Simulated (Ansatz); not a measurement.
C2H6O3W (SMILES C[O][W]([CH3])(=[O])=[O])

Input file:

```
crystal:
  periodic: [false, false, false]
  atoms:
    - {symbol: C, position_ang: [-0.648703, -0.711836, 2.181751]}
    - {symbol: O, position_ang: [0.073254, -0.307688, 1.046003]}
    - {symbol: W, position_ang: [0.155817, 0.898784, -0.361834]}
    - {symbol: C, position_ang: [0.648275, -0.148882, -2.129711]}
    - {symbol: O, position_ang: [1.382429, 2.070596, -0.166336]}
    - {symbol: O, position_ang: [-1.328521, 1.675721, -0.682335]}
    - {symbol: H, position_ang: [-1.709896, -0.473667, 2.074364]}
    - {symbol: H, position_ang: [-0.531785, -1.790875, 2.301294]}
    - {symbol: H, position_ang: [-0.250505, -0.211600, 3.067589]}
    - {symbol: H, position_ang: [0.713017, 0.540888, -2.974110]}
    - {symbol: H, position_ang: [-0.119076, -0.896989, -2.347496]}
    - {symbol: H, position_ang: [1.615695, -0.644444, -2.009179]}
basis:
  gaussian: {orbitals: def2-TZVPP}
hamiltonian: {xc: pbe0, dispersion: d4}
output: {orbitals: {seedname: orbitals}}
```

Run with:

```sh
ansatz run in.yaml --threads 4 --pin off --events-out ev --progress --plain --max-ram 11315MiB
```

Geometry: PBE0-D4/def2-TZVP; core potentials replace the inner electrons of W.

All numbers below come from RKS PBE0-D4/def2-TZVPP (Ansatz 0.2.0).

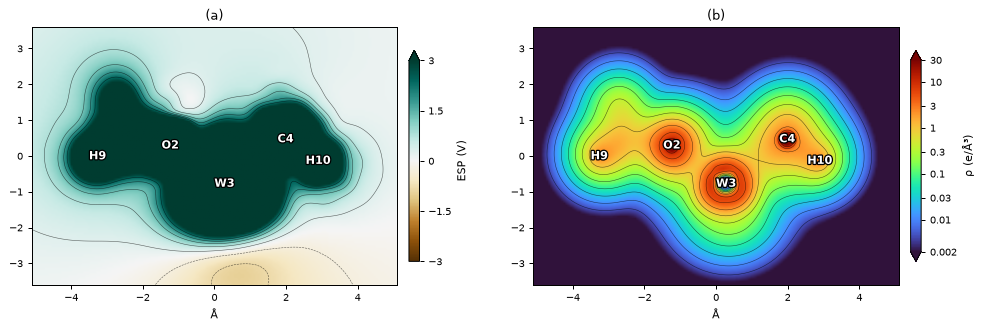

Figure 1. (a) electrostatic potential; (b) electron density on the plane of atoms W3, C4 and H10.

**Interpret the plot.**

- Atoms in the plane: O, W, C and H.
- C–W (2.11 Å): ρ is about 0.93 e/Å³ halfway.
- C–H (1.09 Å): ρ at the midpoint is about 1.9 e/Å³.
- W–O (1.86 Å): ρ is about 1.2 e/Å³ halfway.
- Outside the dense part of the molecule the potential is most negative (−1.0 V) near W3.

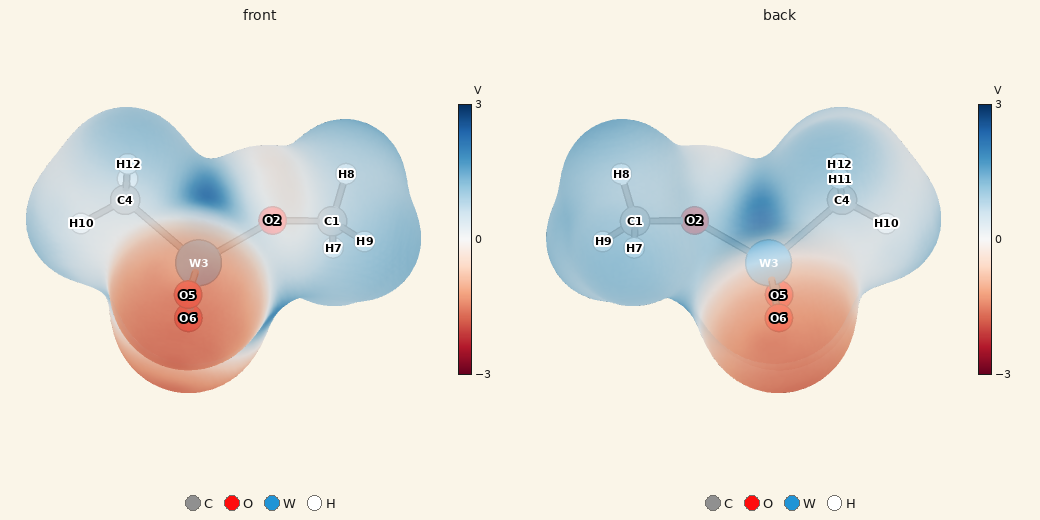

Figure 2. The electrostatic potential painted on the density surface at 0.002 e/bohr³, seen from the front and from behind; red is negative and blue positive.

**Which sites attract a positive test charge, and which a negative one?**

A positive charge is drawn to the negative regions and a negative charge to the positive ones. The most negative region (about −1.6 V) lies over O5, the most positive (about +2.0 V) over W3. O5 is the likeliest acceptor of a hydrogen bond.

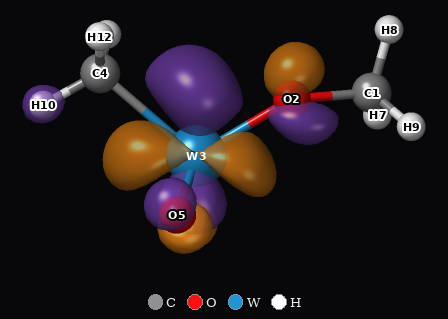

Figure 3. The LUMO at ±0.15 Å⁻³ᐟ² (orange and purple are the two phases), seen across its widest extent.

**What is the character of this orbital?**

It lies mainly on W3 (about 60 %), O2 (about 10 %), O5 (about 5 %) and O6 (about 5 %). Its energy is −1.67 eV.
